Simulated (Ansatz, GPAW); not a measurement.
# A 6-layer slab of V(110): converging a work function, part 3 of 3

How do cutoff, mesh, smearing and the dipole layer change the work function of a 6-layer slab of V(110)?

GPAW 26.7.0 and Ansatz 0.2.0; Ansatz plane waves; slab in vacuum with a dipole correction, relaxation (the session's first sound run).

So far, upper work function (eV): step 2 (relaxing the atoms, PBE) 4.69; step 3 (plane waves, PBE) 4.68; step 6 (cutoff 700: ecut = 700, PBE, GPAW) 4.68.

### Step 8. K mesh 8×8

Level of this step: GPAW, PAW setups; slab in vacuum (GPAW).

The mesh in the plane samples the bands: a metal's Fermi level needs it dense, and band edges must lie on it.

Input file run.py:

```python
import json
import numpy as np
from ase import Atoms
from gpaw import GPAW, PW

slab = Atoms(
    ['V', 'V', 'V', 'V', 'V', 'V'],
    positions=[
        [0.00000, 0.00000, 9.00000],
        [2.13546, 0.00000, 11.13546],
        [0.00000, 0.00000, 13.27092],
        [2.13546, 0.00000, 15.34539],
        [0.00000, 0.00000, 17.45908],
        [2.13546, 0.00000, 19.43240]],
    cell=[[2.13546, -1.51, 0.0], [2.13546, 1.51, 0.0], [0.0, 0.0, 28.67731]],
    pbc=[True, True, False])

slab.calc = GPAW(mode=PW(400), xc='PBE', kpts={'size': (8, 8, 1), 'gamma': True},
                 occupations={'name': 'fermi-dirac', 'width': 0.1}, nbands='140%',
                 convergence={'density': 1e-05}, maxiter=200,
                 poissonsolver={'dipolelayer': 'xy'},
                 symmetry={'tolerance': 1e-3}, txt='slab.txt')
result = {}
energy = slab.get_potential_energy()
fermi = slab.calc.get_fermi_level()
v = slab.calc.get_electrostatic_potential().mean((0, 1)) - fermi
n = slab.calc.get_pseudo_density().mean((0, 1))
L = slab.cell[2, 2]
z = np.arange(len(v)) * L / len(v)
low, high = slab.positions[:, 2].min(), slab.positions[:, 2].max()
below, above = np.interp([low - 6.8, high + 6.8], z, v)
slopes = [np.interp(x, z, np.gradient(v, z)) for x in (low - 6.8, high + 6.8)]
eps = np.array([[slab.calc.get_eigenvalues(k, s) for k in range(len(slab.calc.get_ibz_k_points()))]
                for s in range(slab.calc.get_number_of_spins())]) - fermi
top, bottom = eps[eps < 0].max(), eps[eps > 0].min()
dipole = slab.get_dipole_moment()[2]
print(f'energy {energy:.4f} eV, Fermi level {fermi:.4f} eV, dipole {dipole:.5f} e A')
print(f'potential 6.8 A off the faces, from the Fermi level: lower {below:.4f} eV, upper {above:.4f} eV')
print(f'slope of the potential there: lower {slopes[0]:.5f}, upper {slopes[1]:.5f} eV/A')
print(f'nearest levels on the mesh: {top:.4f} and {bottom:.4f} eV')
print('magnetic moment', round(slab.get_magnetic_moment(), 3))
result.update(energy=energy, fermi=fermi, dipole=dipole, below=below, above=above, slopes=slopes, edges=[top, bottom],
              z=z.tolist(), v=v.tolist(), n=n.tolist(), positions=slab.positions.tolist(),
              forces=slab.get_forces(apply_constraint=False).tolist(), moments=slab.get_magnetic_moments().tolist())
json.dump(result, open('result.json', 'w'))
```

Run with:

```sh
> OMP_NUM_THREADS=1 OPENBLAS_NUM_THREADS=1 python run.py
```

Log:

```text
energy -48.9931 eV, Fermi level 1.6648 eV, dipole 0.00303 e A
potential 6.8 A off the faces, from the Fermi level: lower 4.7655 eV, upper 4.6814 eV
slope of the potential there: lower 0.00002, upper 0.00004 eV/A
nearest levels on the mesh: -0.0379 and 0.0064 eV
magnetic moment 0.0
```

It took 2.3 min on 1 thread of Intel Xeon Platinum 8488C (Sapphire Rapids), shared host; peak memory 0.26 GiB.

The run finished with changed settings (kpts = [8, 8]); it serves as a test.

Side by side:

```
                     quantity   this run  sound run  difference
dipole along the normal (e·Å)  0.0030269  0.0030257      1.2e-6
     upper work function (eV)     4.6814     4.6848    -0.00340
     lower work function (eV)     4.7655     4.7689    -0.00337
```

### Step 9. K mesh 20×20: kpts = [20, 20]

The mesh in the plane samples the bands: a metal's Fermi level needs it dense, and band edges must lie on it.

Edit run.py of step 8 so:

```diff
@@ -17,3 +17,3 @@
 
-slab.calc = GPAW(mode=PW(400), xc='PBE', kpts={'size': (8, 8, 1), 'gamma': True},
+slab.calc = GPAW(mode=PW(400), xc='PBE', kpts={'size': (20, 20, 1), 'gamma': True},
                  occupations={'name': 'fermi-dirac', 'width': 0.1}, nbands='140%',
```

Log:

```text
energy -48.9826 eV, Fermi level 1.6624 eV, dipole 0.00309 e A
potential 6.8 A off the faces, from the Fermi level: lower 4.7682 eV, upper 4.6824 eV
slope of the potential there: lower 0.00002, upper 0.00004 eV/A
nearest levels on the mesh: -0.0043 and 0.0011 eV
magnetic moment 0.0
```

Elapsed: 10 min, on 1 thread; peak memory 0.58 GiB.

This step gave:

* dipole along the normal: 0.003087 e·Å
* levels nearest the Fermi level on the mesh: -0.004347, 0.001072 eV from the Fermi level
* upper work function: 4.682 eV

The electrostatic potential energy of an electron (without an applied field's), less the Fermi level, planar mean oscillates, so the rows of the table below give means over windows of 2.12 Å about each position, cut where the curve ends. Its maxima inside the range that stand out by 2 % of the span (Å: eV): 10.1: -1.03, 12.2: -1.04, 14.3: -1.56, 16.4: -1.29, 18.5: -2.49. Its minima: 9.0: -19.9, 11.2: -19.8, 13.3: -19.8, 15.3: -19.6, 17.4: -19.7, 19.4: -20.0.

Table of electrostatic potential energy of an electron (without an applied field's), less the Fermi level, planar mean by z; means over each step:

```
z (Å)  electrostatic potential energy of an electron (without an applied field's), less the Fermi level, planar mean (eV)
 1.06                                                                                                                4.76
 3.18                                                                                                                4.77
 5.30                                                                                                                4.74
 7.42                                                                                                                1.67
 9.54                                                                                                               -9.37
11.66                                                                                                               -9.27
13.78                                                                                                               -9.56
15.90                                                                                                               -9.37
18.02                                                                                                               -10.3
20.14                                                                                                               -6.86
22.26                                                                                                                4.48
24.38                                                                                                                4.68
26.50                                                                                                                4.68
```

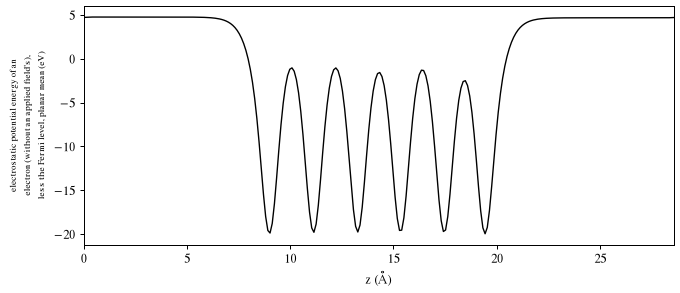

Electrostatic potential energy of an electron (without an applied field's), less the Fermi level, planar mean, plotted against z.

The upper face's work function is 4.682 eV, against 4.685 eV in the first plane-wave PBE run at this geometry.

### Step 10. Scheme Fermi-Dirac, smearing 0.01

Smearing changes the occupations near the Fermi level, and with them the level itself. Smearing helps the SCF of a metal converge, but it blurs occupations at band edges near the Fermi level.

Edit run.py of step 9 so:

```diff
@@ -17,4 +17,4 @@
 
-slab.calc = GPAW(mode=PW(400), xc='PBE', kpts={'size': (20, 20, 1), 'gamma': True},
-                 occupations={'name': 'fermi-dirac', 'width': 0.1}, nbands='140%',
+slab.calc = GPAW(mode=PW(400), xc='PBE', kpts={'size': (13, 13, 1), 'gamma': True},
+                 occupations={'name': 'fermi-dirac', 'width': 0.01}, nbands='140%',
                  convergence={'density': 1e-05}, maxiter=200,
```

Log:

```text
energy -48.9679 eV, Fermi level 1.6402 eV, dipole 0.00327 e A
potential 6.8 A off the faces, from the Fermi level: lower 4.7946 eV, upper 4.7037 eV
slope of the potential there: lower 0.00002, upper 0.00004 eV/A
nearest levels on the mesh: -0.0002 and 0.0052 eV
magnetic moment 0.0
```

The job ended after 5.2 min (1 thread; peak memory 0.35 GiB).

Numbers from this step:

```
dipole along the normal                    : 0.003269 e·Å
levels nearest the Fermi level on the mesh : -2.15e-4, 0.005175 eV from the Fermi level
upper work function                        : 4.704 eV
lower work function                        : 4.795 eV
```

The upper face's work function is 4.704 eV, against 4.685 eV in the first plane-wave PBE run at this geometry.

### Step 11. The ladder

Times are for 1 thread of Intel Xeon Platinum 8488C (Sapphire Rapids), shared host. Results by setting:

```
no.                                run  upper work function (eV)  lower work function (eV)     time  memory (GiB)
  1                                 pw                     4.685                     4.769  4.7 min          0.35
  2                         cutoff 700                     4.683                     4.768   11 min          0.63
  3                       k mesh 20×20                     4.682                     4.768   10 min          0.58
  4  scheme Fermi-Dirac, smearing 0.01                     4.704                     4.795  5.2 min          0.35
```

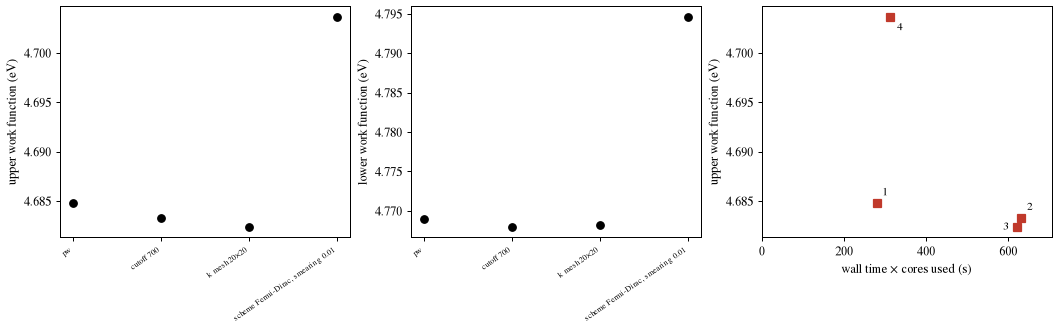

The series as plots; the last panel sets the first result against cost, with the runs numbered as in the table.

### Step 12. Without the dipole layer

The dipole layer is taken out and the cell repeats along the normal.

Edit run.py of step 10 so:

```diff
@@ -15,8 +15,7 @@
     cell=[[2.13546, -1.51, 0.0], [2.13546, 1.51, 0.0], [0.0, 0.0, 28.67731]],
-    pbc=[True, True, False])
+    pbc=[True, True, True])
 
 slab.calc = GPAW(mode=PW(400), xc='PBE', kpts={'size': (13, 13, 1), 'gamma': True},
-                 occupations={'name': 'fermi-dirac', 'width': 0.01}, nbands='140%',
+                 occupations={'name': 'fermi-dirac', 'width': 0.1}, nbands='140%',
                  convergence={'density': 1e-05}, maxiter=200,
-                 poissonsolver={'dipolelayer': 'xy'},
                  symmetry={'tolerance': 1e-3}, txt='slab.txt')
```

Log:

```text
energy -48.9786 eV, Fermi level 1.6592 eV, dipole 0.00612 e A
potential 6.8 A off the faces, from the Fermi level: lower 4.7409 eV, upper 4.7131 eV
slope of the potential there: lower 0.00598, upper 0.00599 eV/A
nearest levels on the mesh: -0.0001 and 0.0032 eV
magnetic moment 0.0
```

The job ended after 4.6 min (1 thread; peak memory 0.35 GiB).

The run finished with changed settings (dipole = false and pbc_z = true); it serves as a test.

The two runs compared:

```
                     quantity   this run  sound run  difference
dipole along the normal (e·Å)  0.0061156  0.0030257     0.00309
     upper work function (eV)     4.7131     4.6848      0.0283
     lower work function (eV)     4.7409     4.7689     -0.0280
```

### Step 13. Side by side

Results and costs are gathered.

This step: comparison of work functions, dipole and cost (GPAW 26.7.0).

Ladder, by row:

```
   step  code  work function, upper (eV)  work function, lower (eV)  dipole (e Å)  wall time (s)  peak memory (GiB)  threads
     pw  GPAW                      4.685                      4.769      0.003026          279.9               0.35        1
ecut200  GPAW                      4.701                      4.798      0.002358          114.7                0.2        1
ecut300  GPAW                       4.69                      4.773      0.003108          176.1               0.28        1
ecut700  GPAW                      4.683                      4.768      0.003017          630.9               0.63        1
     k4  GPAW                      4.786                      4.798       4.57e-4          59.89               0.21        1
     k8  GPAW                      4.681                      4.766      0.003027          135.3               0.26        1
    k20  GPAW                      4.682                      4.768      0.003087          621.1               0.58        1
  smear  GPAW                      4.704                      4.795      0.003269          313.1               0.35        1
  nodip  GPAW                      4.713                      4.741      0.006116          277.1               0.35        1
```

### Step 14. What came out

```
work function, upper and lower face : 4.685 and 4.769 eV
dipole along the normal             : 0.00303 e Å
```

In words: With plane waves and PBE the work function is 4.68 eV on the upper face and 4.77 eV on the lower. The two faces differ by 0.084 eV, the step that the slab's dipole makes (e p/(ε0 A) gives 0.085 eV), so the dipole layer is needed. The lowest atoms were held at bulk positions, which alone makes the faces unlike. The measured value for polycrystalline V, which weights the faces of low work function, is 4.3 eV (as compiled in "Anisotropic work function of elemental crystals", 2019, arxiv:1902.07811); the relaxed upper face lies 0.38 eV over it with PBE. Measured work functions scatter by a tenth of an eV or more between methods. The other smearing (Fermi-Dirac of 0.01 eV in place of Fermi-Dirac of 0.1) moves the two faces by 0.019 and 0.026 eV on the same mesh; a mesh is converged only for its smearing. Over the sound runs of the table the upper face's work function spans 4.682 (k20) to 4.704 eV (smear). The runs had no spin polarisation, so a magnetic state, which thin layers of d-metal atoms can have, wasn't tested. The in-plane lattice was kept as typed, which isn't the functional's own and leaves some strain; spin-orbit coupling and temperature are left out.

[Logs are printed without paths, hosts, clocks, repeated set-up lines and the standing remarks that a program may print on its own settings, such as how far it seeks lower states.]

[Hosts, paths, dates, database ids (printed as entryN), source tags and the programs' standing remarks are cut or masked in the printed files.]
